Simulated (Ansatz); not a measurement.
## A computed series for Ge: pressure series

Consider Ge (space group Im-3m, No. 229; a = 7.005 Å; a model cell, its experimental status unchecked).

Cell and atoms are relaxed at each pressure.

Computed with PBEsol/PAW in Ansatz (a first-principles code), without spin-orbit coupling.

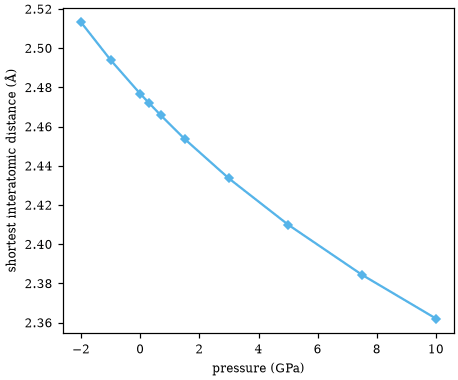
Fig. 1. Shortest interatomic distance against pressure

From the plot, what is the shortest interatomic distance for pressure 10 GPa?

About 2.36 Å.

Is the trend monotonic over the range shown?

Yes, it falls throughout, spanning 4.464 bohr to 4.749 bohr.

Load acts through the strain it causes; cell and atoms are relaxed under it. Stability against distortions was not tested. Competing high-pressure phases were not computed. This is not the structure that Ge has at room temperature and ambient pressure.
